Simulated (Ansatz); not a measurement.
**Pressure series in SiC**

The parent structure is SiC (space group P6_3mc, No. 186; a = 3.094 Å, c = 10.129 Å).

Cell and atoms are relaxed at each pressure.

All numbers come from PBE, PAW, 420 eV (Ansatz, a program for electronic structure; without spin-orbit coupling).

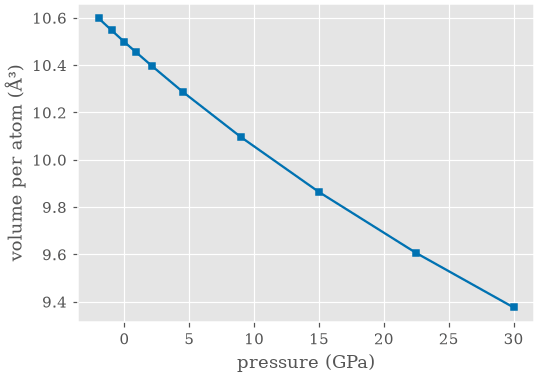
Figure. Volume per atom against pressure

Task: From the plot, what is the volume per atom for pressure −1 GPa?

Result: About 10.5 Å³.

Task: Is the trend monotonic over the range shown?

Result: Yes, it falls throughout, spanning 9.38 Å³ to 10.60 Å³.

Load acts through the strain it causes; cell and atoms are relaxed under it. Stability against distortions was not tested. Competing high-pressure phases were not computed.
